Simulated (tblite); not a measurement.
Saddle-point search, with input and output: C$_{4}$H$_{9}$ClSSi

The run: saddle-point search of C$_{4}$H$_{9}$ClSSi, SMILES C=CC[Si@@H](Cl)SC. Method and program: GFN2-xTB saddle search (eigenvector following) and harmonic vibrations, gas phase (tblite 0.8.0).

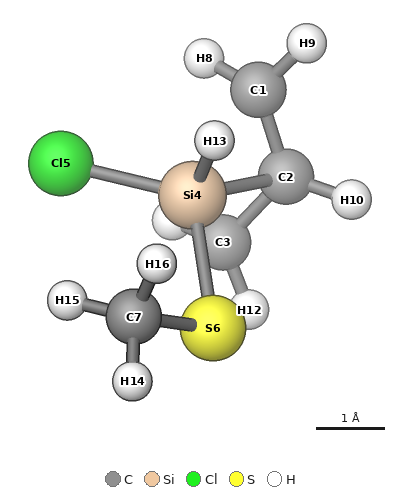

Figure 1. The structure as given in the input (ball-and-stick view, seen at an oblique angle; atoms are numbered from 1 in the order of the input).

### Input
```
{"job": {"xc": "GFN2-xTB", "basis": "xTB", "kind": "saddle"}, "charge": 0, "multiplicity": 1}
C     -2.166964     0.014415     0.753051
C     -1.825492     0.590897    -0.458421
C     -1.249856    -0.179245    -1.508789
Si    -0.038344    -0.156235     0.285534
Cl     0.194025    -2.160157     0.448883
S      1.621510     0.855520    -0.689007
C      2.964481     0.153343     0.307104
H     -2.521328    -1.001728     0.775527
H     -2.527889     0.638510     1.551247
H     -1.753794     1.668079    -0.513091
H     -1.658081    -1.162830    -1.688267
H     -0.963672     0.350232    -2.403513
H      0.244715     0.318183     1.669815
H      3.894490     0.514611    -0.116875
H      2.917066    -0.929038     0.251063
H      2.869134     0.485442     1.335737
```

The first line tells a small driver script what to run in tblite; the rest is the geometry in Å.

Machine: 1 CPU thread, shared host.

Launched with:
```bash
OMP_NUM_THREADS=1 python <driver script> task.json out
```

### The program's output
```
step      E/eV     max force
  0    -616.15433   0.4806
  1    -616.13871   0.1137
  2    -616.13881   0.1879
  3    -616.13765   0.1585
  4    -616.13993   0.0592
  5    -616.14030   0.0348
  6    -616.14054   0.0253
  7    -616.14058   0.0046
  8    -616.14059   0.0042
lowest wavenumbers (cm-1): -408.2 52.7 67.0 106.1 128.5 156.2
```

### Trajectory as extended XYZ (Å, eV, eV/Å), 9 frames, from step=0 to step=8
```
16
Properties=species:S:1:pos:R:3:forces:R:3 step=0 energy=-616.15433
C    -2.1670    0.0144    0.7531   -0.4030   0.0300   0.0910
C    -1.8255    0.5909   -0.4584    0.0090   0.0060  -0.0010
C    -1.2499   -0.1792   -1.5088    0.2250   0.0080   0.3350
Si   -0.0383   -0.1562    0.2855    0.1680  -0.0450  -0.4480
Cl    0.1940   -2.1602    0.4489    0.0090  -0.0030  -0.0020
S     1.6215    0.8555   -0.6890    0.0060  -0.0070   0.0090
C     2.9645    0.1533    0.3071   -0.0050   0.0090   0.0000
H    -2.5213   -1.0017    0.7755    0.0130   0.0000  -0.0010
H    -2.5279    0.6385    1.5512    0.0010   0.0070   0.0090
H    -1.7538    1.6681   -0.5131    0.0000   0.0040  -0.0040
H    -1.6581   -1.1628   -1.6883    0.0020  -0.0030   0.0120
H    -0.9637    0.3502   -2.4035   -0.0130  -0.0020  -0.0110
H     0.2447    0.3182    1.6698    0.0030   0.0000   0.0030
H     3.8945    0.5146   -0.1169   -0.0010  -0.0070   0.0030
H     2.9171   -0.9290    0.2511    0.0040   0.0170   0.0050
H     2.8691    0.4854    1.3357   -0.0180  -0.0170   0.0000
16
Properties=species:S:1:pos:R:3:forces:R:3 step=1 energy=-616.13871
C    -2.1368    0.0355    0.7601   -0.1040  -0.0380   0.0260
C    -1.7962    0.5931   -0.4750   -0.0110   0.0070  -0.0420
C    -1.2663   -0.1945   -1.5197    0.0150   0.0180   0.0800
Si   -0.0464   -0.1801    0.3110    0.0820  -0.0360  -0.0460
Cl    0.1888   -2.1907    0.3818   -0.0010   0.0280  -0.0020
S     1.5844    0.8724   -0.6654   -0.0050  -0.0140   0.0130
C     2.9424    0.1757    0.3142    0.0060  -0.0010   0.0030
H    -2.5475   -0.9613    0.7855    0.0230   0.0540   0.0020
H    -2.4790    0.6845    1.5472    0.0050  -0.0060  -0.0110
H    -1.6975    1.6683   -0.5391    0.0000  -0.0120  -0.0060
H    -1.6707   -1.1853   -1.6653    0.0080   0.0160   0.0080
H    -0.9787    0.3094   -2.4287   -0.0050  -0.0100   0.0090
H     0.2829    0.2344    1.7088   -0.0030  -0.0140  -0.0320
H     3.8658    0.5638   -0.1010   -0.0110  -0.0020   0.0100
H     2.9170   -0.9062    0.2350    0.0040   0.0200  -0.0010
H     2.8380    0.4811    1.3505   -0.0040  -0.0100  -0.0120
16
Properties=species:S:1:pos:R:3:forces:R:3 step=2 energy=-616.13881
C    -2.1273    0.0633    0.7637   -0.0120   0.0000  -0.0030
C    -1.7878    0.5994   -0.4840    0.0080  -0.0180  -0.0020
C    -1.2762   -0.2108   -1.5180   -0.0010   0.0170   0.0270
Si   -0.0458   -0.2076    0.3112    0.0010   0.0160  -0.0140
Cl    0.1752   -2.2194    0.3565   -0.0030   0.0070   0.0000
S     1.5703    0.8695   -0.6592    0.0060  -0.0120   0.0110
C     2.9381    0.1892    0.3178    0.0930  -0.0460   0.0420
H    -2.5547   -0.9247    0.8055    0.0020   0.0230  -0.0010
H    -2.4538    0.7294    1.5437    0.0110  -0.0150  -0.0190
H    -1.6716    1.6721   -0.5637    0.0010  -0.0230   0.0000
H    -1.6942   -1.1984   -1.6456    0.0050   0.0160   0.0050
H    -0.9865    0.2741   -2.4371   -0.0080  -0.0110   0.0170
H     0.3019    0.1751    1.7135   -0.0060  -0.0080  -0.0200
H     3.8539    0.6495   -0.0510   -0.1470  -0.0830   0.0740
H     2.9710   -0.8914    0.1768    0.0070   0.1850   0.0320
H     2.7877    0.4307    1.3699    0.0410  -0.0480  -0.1500
16
Properties=species:S:1:pos:R:3:forces:R:3 step=3 energy=-616.13765
C    -2.1184    0.0814    0.7650   -0.0080  -0.0010   0.0010
C    -1.7761    0.6057   -0.4860    0.0200  -0.0160   0.0090
C    -1.2864   -0.2202   -1.5197    0.0010   0.0190   0.0390
Si   -0.0453   -0.2497    0.2957    0.0000   0.0060   0.0100
Cl    0.1543   -2.2681    0.2964   -0.0040   0.0350   0.0090
S     1.5568    0.8629   -0.6546    0.0010  -0.0110   0.0160
C     2.9348    0.2192    0.3345   -0.0750   0.0260  -0.0660
H    -2.5663   -0.8975    0.8144    0.0140   0.0340   0.0010
H    -2.4194    0.7570    1.5474    0.0100  -0.0290  -0.0270
H    -1.6350    1.6757   -0.5700   -0.0020  -0.0390   0.0010
H    -1.7306   -1.1974   -1.6416    0.0050   0.0200   0.0030
H    -0.9975    0.2551   -2.4438   -0.0040  -0.0040   0.0090
H     0.3201    0.0768    1.7116   -0.0260  -0.0060  -0.0650
H     3.8420    0.6518   -0.0608    0.1050   0.0670  -0.0650
H     2.9613   -0.8570    0.2430    0.0000  -0.1440  -0.0240
H     2.8058    0.5043    1.3686   -0.0370   0.0430   0.1480
16
Properties=species:S:1:pos:R:3:forces:R:3 step=4 energy=-616.13993
C    -2.1269    0.0585    0.7626    0.0000  -0.0050   0.0010
C    -1.7882    0.5977   -0.4840   -0.0010   0.0020  -0.0010
C    -1.2749   -0.2080   -1.5187   -0.0040  -0.0010  -0.0010
Si   -0.0461   -0.2030    0.3124    0.0070  -0.0020   0.0090
Cl    0.1807   -2.2149    0.3500   -0.0010   0.0100   0.0010
S     1.5698    0.8779   -0.6532   -0.0050  -0.0040   0.0040
C     2.9369    0.1894    0.3191   -0.0330   0.0100  -0.0110
H    -2.5548   -0.9290    0.8016    0.0010   0.0090   0.0000
H    -2.4543    0.7226    1.5430    0.0020  -0.0030  -0.0040
H    -1.6743    1.6703   -0.5615    0.0000  -0.0030   0.0000
H    -1.6879   -1.1973   -1.6464    0.0010   0.0040   0.0010
H    -0.9878    0.2781   -2.4373   -0.0010  -0.0020   0.0030
H     0.2992    0.1745    1.7162   -0.0020  -0.0040  -0.0140
H     3.8516    0.6203   -0.0667    0.0460   0.0300  -0.0220
H     2.9475   -0.8871    0.1998    0.0020  -0.0530  -0.0120
H     2.8095    0.4502    1.3631   -0.0120   0.0130   0.0450
16
Properties=species:S:1:pos:R:3:forces:R:3 step=5 energy=-616.14030
C    -2.1236    0.0631    0.7643   -0.0060  -0.0070   0.0000
C    -1.7857    0.5992   -0.4837    0.0010   0.0030  -0.0010
C    -1.2804   -0.2105   -1.5192    0.0000   0.0010   0.0030
Si   -0.0459   -0.2122    0.3072   -0.0030   0.0000  -0.0030
Cl    0.1702   -2.2242    0.3455    0.0000  -0.0050   0.0010
S     1.5701    0.8637   -0.6619    0.0070   0.0060  -0.0060
C     2.9378    0.1937    0.3223    0.0210  -0.0050   0.0000
H    -2.5584   -0.9213    0.8053    0.0030   0.0070   0.0010
H    -2.4439    0.7300    1.5452    0.0000   0.0000  -0.0010
H    -1.6648    1.6709   -0.5623    0.0000  -0.0010  -0.0010
H    -1.7001   -1.1971   -1.6447   -0.0010  -0.0020   0.0000
H    -0.9933    0.2729   -2.4390    0.0010   0.0000  -0.0020
H     0.3059    0.1638    1.7082    0.0010   0.0010   0.0080
H     3.8510    0.6461   -0.0498   -0.0300  -0.0130   0.0120
H     2.9700   -0.8837    0.1946    0.0040   0.0250   0.0030
H     2.7912    0.4456    1.3680    0.0040  -0.0090  -0.0150
16
Properties=species:S:1:pos:R:3:forces:R:3 step=6 energy=-616.14054
C    -2.1242    0.0698    0.7641    0.0000   0.0000   0.0000
C    -1.7848    0.5995   -0.4862    0.0000   0.0000   0.0000
C    -1.2790   -0.2161   -1.5170    0.0000   0.0000   0.0000
Si   -0.0465   -0.2114    0.3102    0.0000   0.0000   0.0000
Cl    0.1706   -2.2238    0.3514    0.0000   0.0000   0.0000
S     1.5674    0.8715   -0.6553    0.0010  -0.0020   0.0020
C     2.9376    0.1921    0.3188    0.0090  -0.0070   0.0090
H    -2.5594   -0.9140    0.8101    0.0000   0.0010   0.0000
H    -2.4440    0.7407    1.5417    0.0000   0.0000   0.0000
H    -1.6629    1.6707   -0.5702    0.0000   0.0000   0.0000
H    -1.7001   -1.2027   -1.6381    0.0000   0.0000   0.0000
H    -0.9911    0.2626   -2.4393    0.0000   0.0000   0.0000
H     0.3038    0.1631    1.7128    0.0000   0.0000   0.0000
H     3.8455    0.6716   -0.0303   -0.0160  -0.0100   0.0090
H     2.9891   -0.8799    0.1562    0.0010   0.0250   0.0040
H     2.7780    0.4063    1.3712    0.0050  -0.0060  -0.0240
16
Properties=species:S:1:pos:R:3:forces:R:3 step=7 energy=-616.14058
C    -2.1242    0.0709    0.7641    0.0000   0.0000   0.0000
C    -1.7846    0.5995   -0.4866    0.0000   0.0000   0.0000
C    -1.2789   -0.2169   -1.5167    0.0000   0.0000   0.0000
Si   -0.0467   -0.2118    0.3104    0.0000   0.0000   0.0000
Cl    0.1702   -2.2241    0.3520    0.0000   0.0000   0.0000
S     1.5669    0.8720   -0.6546    0.0000   0.0000   0.0000
C     2.9376    0.1921    0.3184    0.0020  -0.0010   0.0020
H    -2.5597   -0.9127    0.8109    0.0000   0.0000   0.0000
H    -2.4436    0.7425    1.5412    0.0000   0.0000   0.0000
H    -1.6622    1.6706   -0.5713    0.0000   0.0000   0.0000
H    -1.7006   -1.2035   -1.6371    0.0000   0.0000   0.0000
H    -0.9910    0.2609   -2.4393    0.0000   0.0000   0.0000
H     0.3037    0.1625    1.7131    0.0000   0.0000   0.0000
H     3.8445    0.6756   -0.0265   -0.0030  -0.0020   0.0020
H     2.9926   -0.8783    0.1509    0.0000   0.0040   0.0000
H     2.7758    0.4006    1.3710    0.0010  -0.0020  -0.0040
16
Properties=species:S:1:pos:R:3:forces:R:3 step=8 energy=-616.14059
C    -2.1241    0.0721    0.7642    0.0000   0.0000   0.0000
C    -1.7846    0.5995   -0.4870    0.0000   0.0000   0.0000
C    -1.2790   -0.2179   -1.5163    0.0000   0.0000   0.0000
Si   -0.0467   -0.2112    0.3108    0.0000   0.0000   0.0000
Cl    0.1700   -2.2236    0.3542    0.0000   0.0000   0.0000
S     1.5669    0.8723   -0.6543    0.0000   0.0000   0.0000
C     2.9377    0.1914    0.3177    0.0020  -0.0010   0.0010
H    -2.5597   -0.9114    0.8119    0.0000   0.0000   0.0000
H    -2.4435    0.7445    1.5407    0.0000   0.0000   0.0000
H    -1.6621    1.6705   -0.5727    0.0000   0.0000   0.0000
H    -1.7006   -1.2046   -1.6358    0.0000   0.0000   0.0000
H    -0.9910    0.2590   -2.4394    0.0000   0.0000   0.0000
H     0.3036    0.1643    1.7133    0.0000   0.0000   0.0000
H     3.8434    0.6820   -0.0202   -0.0030  -0.0020   0.0010
H     2.9984   -0.8773    0.1416    0.0000   0.0030   0.0010
H     2.7714    0.3904    1.3714    0.0010  -0.0010  -0.0040
```

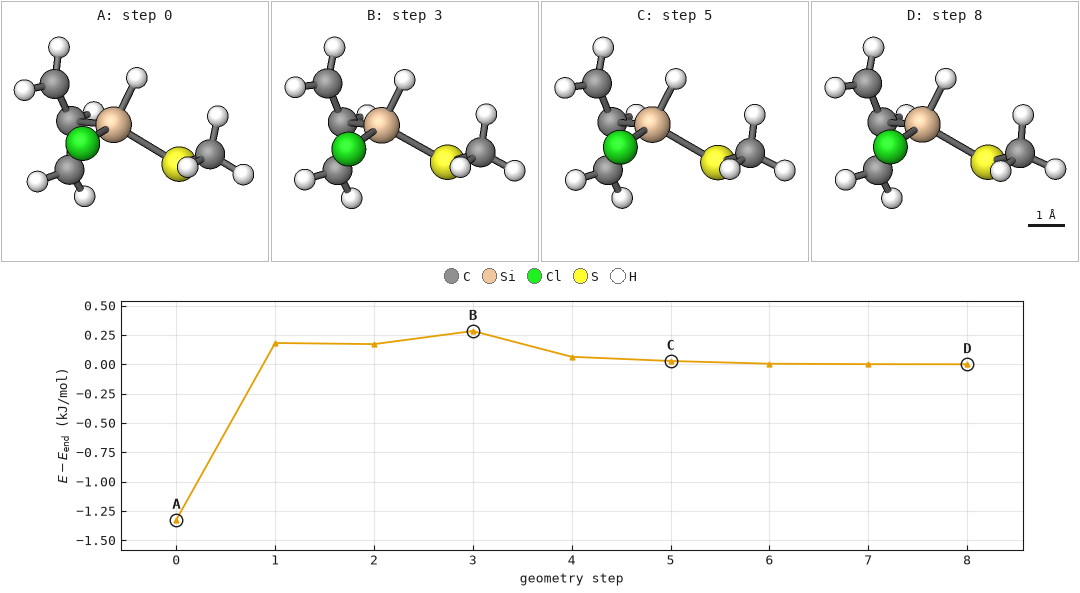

Figure 2. Frames of the saddle-point search (ball-and-stick view, seen at a tilt) above the curves, on which the letters mark them (steps are counted from 0).

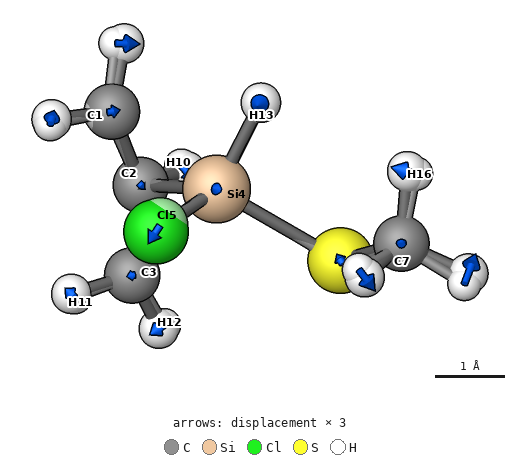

Figure 3. Start (faint) and end (solid) with the displacements as blue arrows, magnified 3 times (ball-and-stick view, seen at a tilt). The two geometries are laid on each other by the best rigid fit. The atom that moves furthest after the best rigid fit is H14 (0.20 Å). Largest moves by element: H 0.20 Å, Cl 0.12 Å, C 0.07 Å, S 0.07 Å, Si 0.06 Å. Among the contacts that change: C2–C3 1.424 → 1.408 Å, C1–C2 1.384 → 1.400 Å, Si4–S6 2.174 → 2.170 Å. Among the angles that change: C2–Si4–H13 112.5° → 117.3°, C2–Si4–S6 109.2° → 104.9°, C1–C2–Si4 75.5° → 73.3°. Over 8 geometry steps the energy rises by 1.33 kJ/mol. The largest force component goes from 0.45 to 0.004 eV/Å. (Atoms are counted from 1 in the order of the input.)

### Results in brief

| quantity | value |
| --- | --- |
| outcome | converged |
| total energy | −616.1406 eV |
| point group | C1 |
| wall time | 4.4 s |
| peak memory | 0.2 GiB |
